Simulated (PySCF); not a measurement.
Vertical excitations of a molecule C6H14 from TDA-LC-ωPBE/def2-SVPD (PySCF), as energy in eV (oscillator strength): 9.41 (0.001), 9.49 (0.004), 9.66 (0.001), 9.71 (0.011), 9.91 (0.030), 10.00 (0.051). Lowest triplet (TDA): 9.01 eV. Geometry: B3LYP-D3(BJ)/def2-SVP. Other conformers were not sampled.

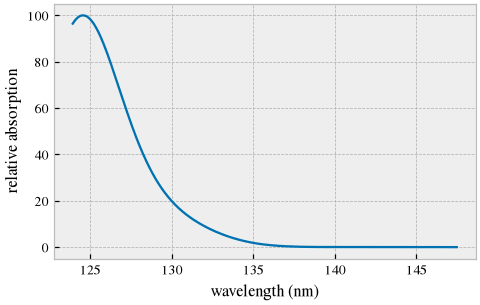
Figure: The lines broadened by 0.4 eV.

Which structure fits?
(A) CCCC(C)C
(B) CC(C)C(C)C
(C) CCC(C)(C)C
(D) CCCCCC

D, CCCCCC
